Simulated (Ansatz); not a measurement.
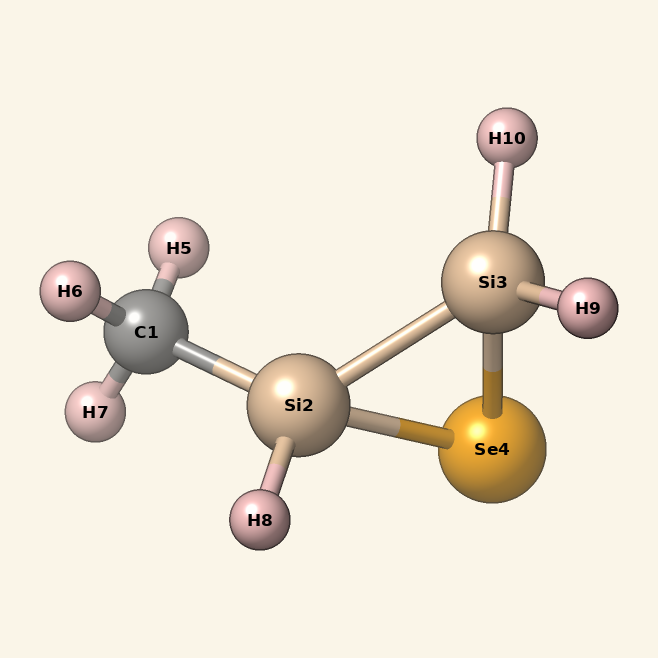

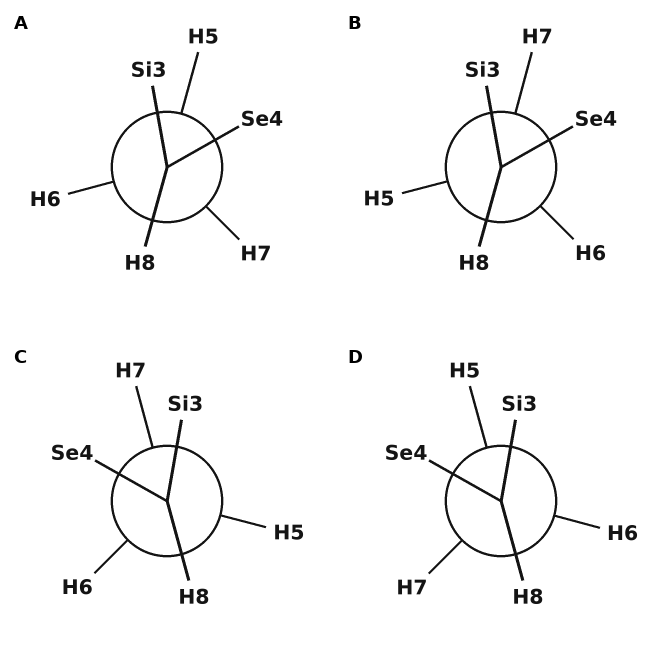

Distant atoms are faded towards the background colour. Bonds that would overlap in a projection are set slightly apart. The geometry was computed by an optimisation with PBE-D4/def2-SVP. No frequency run is at hand to confirm it as a minimum.

> Which Newman projection shows the view along Si2–C1, with Si2 in front?

A. The torsion angle Se4–Si2–C1–H5 is −46°, synclinal (gauche).
